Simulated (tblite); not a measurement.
**Run report: C$_{6}$H$_{10}$AsN, frequency calculation**

C$_{6}$H$_{10}$AsN, computed with GFN2-xTB harmonic vibrations, gas phase (tblite 0.8.0).

It belongs to a series of runs on one base structure; here: H on C replaced by CN.

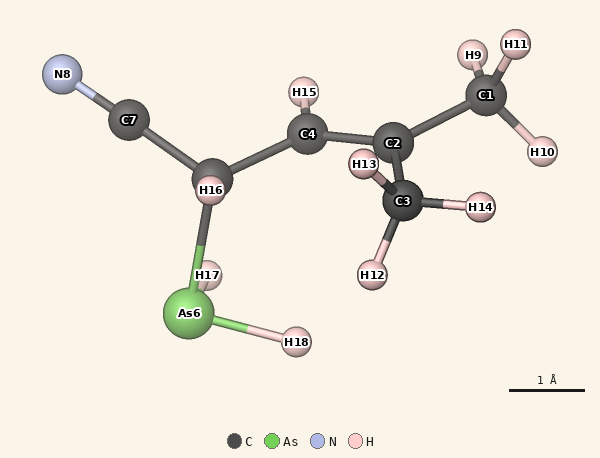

The structure as given in the input (ball-and-stick view, seen at a tilt; atoms are numbered from 1 in the order of the input). Bond lengths as drawn: As–C 2.04 Å, As–H 1.50 to 1.51 Å, C–C 1.33 to 1.50 Å, C–H 1.08 to 1.10 Å and C–N 1.15 Å.

**The input**
```
{"job": {"kind": "ir", "xc": "GFN2-xTB", "basis": "xTB"}, "charge": 0, "multiplicity": 1}
C     -1.725844    -0.718038     1.423369
C     -0.872307    -0.222629     0.297230
C     -1.390465    -0.489264    -1.087385
C      0.273730     0.415365     0.518832
C      1.170862     0.935907    -0.553051
As     2.628870    -0.403033    -1.034227
C      1.870843     2.111963    -0.133119
N      2.462907     3.026560     0.219953
H     -1.285117    -0.479385     2.387787
H     -1.851924    -1.798668     1.354409
H     -2.715925    -0.264976     1.369461
H     -0.625411    -0.970307    -1.702515
H     -1.680457     0.440383    -1.578730
H     -2.260970    -1.138488    -1.050308
H      0.616430     0.582360     1.532400
H      0.624895     1.158988    -1.476096
H      3.048175    -0.598418     0.391550
H      1.702949    -1.582004    -0.891216
```

The first line tells a small driver script what to run in tblite; the rest is the geometry in Å.

Hardware: 1 CPU thread, shared host.

Launched with:
```bash
OMP_NUM_THREADS=1 python <driver script> task.json out
```

**Log**
```
mode    cm-1     km/mol
  1      53.1      0.83
  2      85.3      0.78
  3     107.6      4.38
  4     119.4      0.34
  5     134.1      2.94
  6     146.9      2.21
  7     167.0      1.30
  8     256.4      5.75
  9     283.5      6.45
 10     369.2      2.13
 11     405.3      1.88
 12     448.0      0.35
 13     486.3      4.44
 14     522.2      1.81
 15     596.7     23.95
 16     732.2     36.11
 17     739.8     22.75
 18     825.6     11.51
 19     868.2      4.03
 20     982.6      1.21
 21     988.2      4.41
 22    1014.2     13.12
 23    1018.6    124.23
 24    1041.9      4.03
 25    1066.4      4.12
 26    1072.3     17.71
 27    1126.2     28.56
 28    1174.1      5.44
 29    1250.2     25.10
 30    1332.1     19.42
 31    1399.0     12.16
 32    1406.1      3.22
 33    1478.4      6.33
 34    1480.3      6.31
 35    1487.1      2.18
 36    1490.5      0.19
 37    1713.2      5.04
 38    1914.7    645.81
 39    1960.9    556.26
 40    2383.3    310.28
 41    2903.4     19.63
 42    2956.1     34.88
 43    2992.1      9.30
 44    2994.6     33.90
 45    3009.0     29.51
 46    3044.6      1.90
 47    3050.8     30.27
 48    3051.8     53.77
```

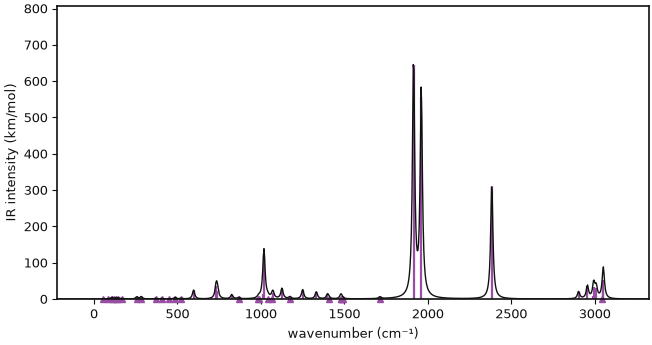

Harmonic infrared spectrum, unscaled: sticks (degenerate modes added up, dark ones marked on the axis) with a Lorentzian envelope of 16 cm⁻¹ full width, scaled to the tallest stick. 48 modes from 53 to 3052 cm⁻¹, none imaginary. The strongest line is at 1915 cm⁻¹ (646 km/mol).

**Results in brief**

- outcome: converged
- total energy: −630.4342 eV
- zero-point energy: 85.9590 kcal/mol
- wall time: 1.1 s
- peak memory: 0.18 GiB
